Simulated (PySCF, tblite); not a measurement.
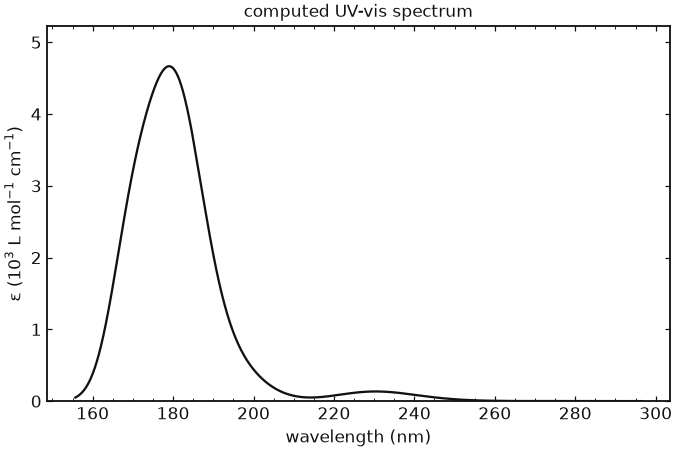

Computed absorption of C₂H₈F₃NSi₂, SMILES C[Si@H]([SiH2]N)C(F)(F)F. Vertical TDDFT excitations, B3LYP/def2-SVPD with PySCF 2.14.0, at a GFN2-xTB geometry (a minimum by its frequencies), gas phase. The lowest 8 singlet states are shown; each is broadened by a Gaussian of 1/e half-width 0.33 eV.

Question: Does any vertical transition fall in the visible?

Answer: No singlet lies below 3.1 eV (beyond 400 nm), so at this level no vertical transition falls in the visible.

Question: Where is the maximum of the broadened curve, and how high is it?

Answer: At about 6.9 eV (179 nm), with ε near 4700 L mol⁻¹ cm⁻¹.

Caveats: the tight-binding geometry is rougher than a DFT one and adds to the error; one conformer of a flexible molecule; core orbitals are frozen in the response.
